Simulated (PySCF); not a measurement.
```xyz
9

Al   -0.4705   -1.3057   -0.3620
N    -2.2191   -0.8680   -1.2835
P     1.1418    0.2466   -0.8832
H    -2.6112   -1.6790   -1.7831
H    -2.1764   -0.1002   -1.9663
H    -2.9440   -0.6036   -0.6004
H    -0.8067   -2.4766    0.6194
H     2.2100   -0.6759   -0.6685
H     1.0187   -0.0022   -2.2875
```

Geometry: B3LYP-D3(BJ)/def2-SVP.

Method: Gaussian-basis quantum chemistry of an isolated molecule with PySCF, energy and nuclear gradient, functional PBE0 (PySCF 2.14.0).

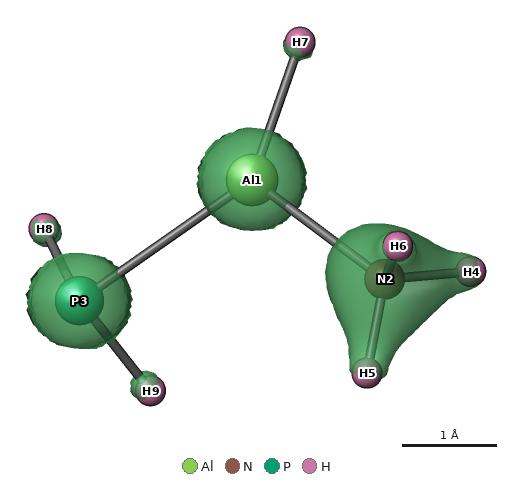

AlH$_{6}$NP (SMILES [NH3+][AlH][PH2]) (charge +1). Isosurface of the total electron density at 1.5 e/Å³ (green), seen at a tilt.

Question: What does this surface tell about the bonding?

Answer: At this value the surface falls into six separate pieces. It bridges the sampled N–H (1.03 Å) contacts, where the density stays above the isovalue. It is pinched off along the sampled Al–N (2.02 Å), Al–P (2.30 Å) and P–H (1.43 Å) contacts. On the grid the lowest density along these lines, outside the cores, is 0.43 e/Å³ (Al–N, 2.02 Å), 0.49 e/Å³ (Al–P, 2.30 Å), 2.2 e/Å³ (N–H, 1.03 Å) and 1.1 e/Å³ (P–H, 1.43 Å).
